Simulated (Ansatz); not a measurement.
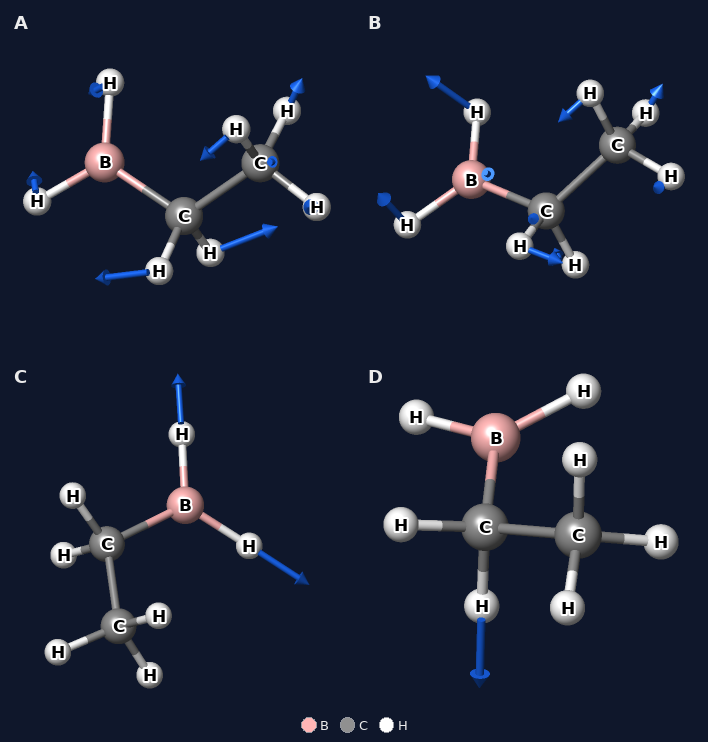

4 normal modes of one molecule or complex, as arrows. Harmonic vibrations computed with RKS PBE0-D4/def2-TZVP (Ansatz 0.2.0) at a stationary point of the same level.

> Match the panels to the wavenumbers 1091 cm⁻¹, 1250 cm⁻¹, 2563 cm⁻¹, 2946 cm⁻¹.

A: 1250 cm⁻¹, C–C–H bending
B: 1091 cm⁻¹, angle bending
C: 2563 cm⁻¹, in-phase stretching of 2 B–H bonds
D: 2946 cm⁻¹, C–H stretching
